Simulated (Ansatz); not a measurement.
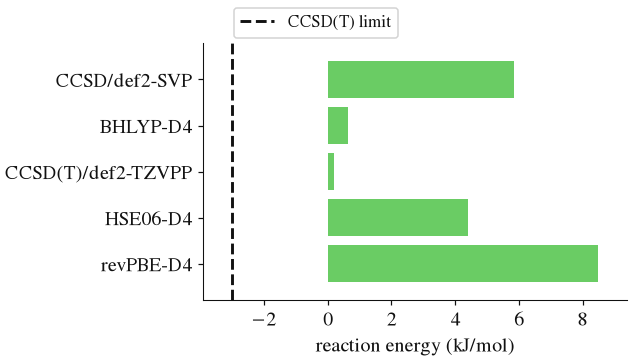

Electronic reaction energy of GaF₃ ([F][Ga]([F])[F]) + SiH₄O (O[SiH3]) → GaSiH₃OF₂ ([F][Ga]([F])[O][SiH3]) + HF (F) (SMILES in brackets) at several levels (functionals in def2-TZVPP unless a basis is named), isolated molecules at PBE0-D4 triple-zeta geometries, minima by their frequencies, no zero-point or thermal terms, the Ansatz code 0.2.0. The line is frozen-core CCSD(T) at the basis limit (MP2 extrapolated from triple and quadruple zeta, plus CCSD(T) less MP2 in a smaller set). The distance of CCSD/def2-SVP and CCSD(T)/def2-TZVPP to the limit includes basis error.

Q: Which level comes closest to the line (CCSD(T) limit), and which misses most?

A: Closest CCSD(T)/def2-TZVPP (0.2 kJ/mol), against −3.0 kJ/mol; farthest revPBE-D4 (8.5 kJ/mol).

Q: Give the values.

A:
```
             level  kJ/mol  less CCSD(T) limit
     CCSD/def2-SVP     5.8                 8.9
          BHLYP-D4     0.6                 3.6
CCSD(T)/def2-TZVPP     0.2                 3.2
          HSE06-D4     4.4                 7.4
         revPBE-D4     8.5                11.5
     CCSD(T) limit    −3.0                 0.0
```

Note: no scalar relativity up to krypton; outer-core shells are correlated without core-valence functions, which makes the correlated values less sure; one conformer of each flexible molecule.
